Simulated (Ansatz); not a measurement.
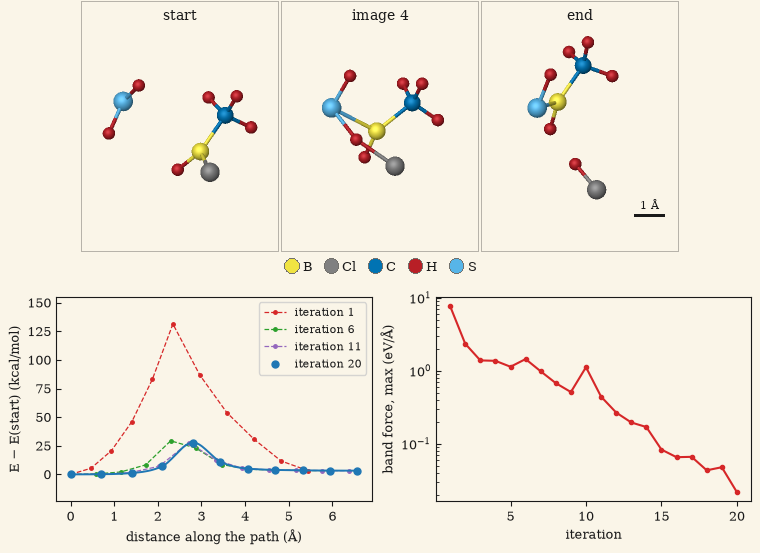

A nudged-elastic-band calculation for CH6BClS, made up at the start of CH4BCl and H₂S. Images are numbered from 0 (start) to 10 (end). The plot follows the band through its iterations. The picture is a ball-and-stick view, seen at a tilt.

Theory: Ansatz, RKS BHLYP/6-31G*. Run with 9 movable images; climbing image; force threshold 0.03 eV/Å; iteration limit 41; starting path through a guess of the saddle point.

How did the profile develop, and is the result final?

The result is final at these settings. The band converged in 20 iterations. The largest component of the band force went from 7.7 to 0.022 eV/Å. The climbing image converged on the top of the path. Its vibrational analysis gives one imaginary mode (1175i cm⁻¹), as a transition state must have. The first iteration put the highest image at 131.4 kcal/mol. Forward barrier 27.8 kcal/mol, backward barrier 24.6 kcal/mol, with image 4 at the top; the reaction energy is +3.2 kcal/mol.

Limits of the set-up: the start holds two separate molecules, 3.2 Å apart at their closest, whose relative position is a soft coordinate and is computed without a dispersion correction.
